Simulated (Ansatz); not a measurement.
```xyz
20

Si    0.5571   -0.7141    0.2255
O     0.7311    1.0640   -0.3151
Si   -0.2581    1.9424   -1.3160
O     0.3200   -0.3008    1.7764
Si    0.1410    1.1020    2.6169
O    -0.7069   -0.9261   -0.7735
Si   -1.6549   -2.1758   -1.2954
Cl    0.9872   -2.7736    0.6127
H     1.9178    0.5661   -0.5103
O     2.2018   -0.5207   -0.4600
H    -0.2438    1.3929   -2.6951
H     0.2803    3.3262   -1.3399
H    -1.6384    1.9494   -0.7798
H    -0.9378    1.9447    2.0416
H     1.4143    1.8678    2.6213
H    -0.2135    0.7292    4.0068
H    -2.7242   -1.5496   -2.1115
H    -0.8699   -3.1086   -2.1380
H    -2.2598   -2.8959   -0.1502
H     2.9566   -0.9191   -0.0163
```

A transition-state structure; geometry: PBE0-D4/def2-TZVP.

All numbers below come from Ansatz 0.2.0, RKS PBE0-D4/def2-TZVPP.

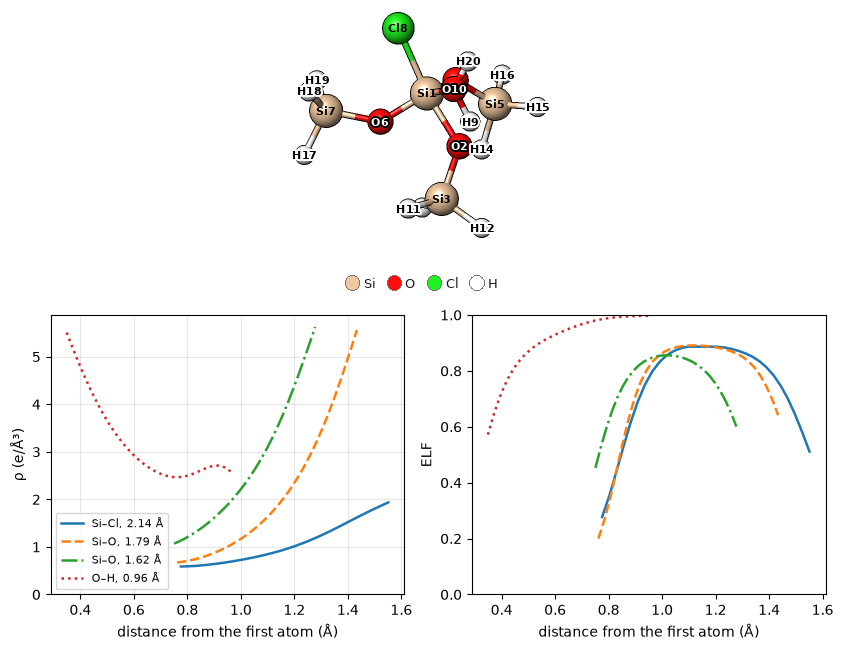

ClH₁₁O₄Si₄. Total electron density and electron localisation function along straight lines between neighbouring atoms. The curves leave out the atomic cores. The structure is drawn too.

### What can be read from the curves?

Si–Cl (2.14 Å): ρ is about 0.81 e/Å³ halfway; the ELF peaks at about 0.90 between the atoms (a shared but strongly polarised pair).
Si–O (1.79 Å): ρ at the midpoint is about 0.86 e/Å³; the ELF peaks at about 0.90 between the atoms, as expected for a polar covalent bond.
Si–O (1.62 Å): the density is about 1.2 e/Å³ at the midpoint; the ELF peaks at about 0.85 between the atoms: a polar covalent bond.
O–H (0.96 Å): the density is about 3.8 e/Å³ at the midpoint; the ELF climbs to about 1 towards the hydrogen, as it does in any bond to H (a covalent bond by its length).
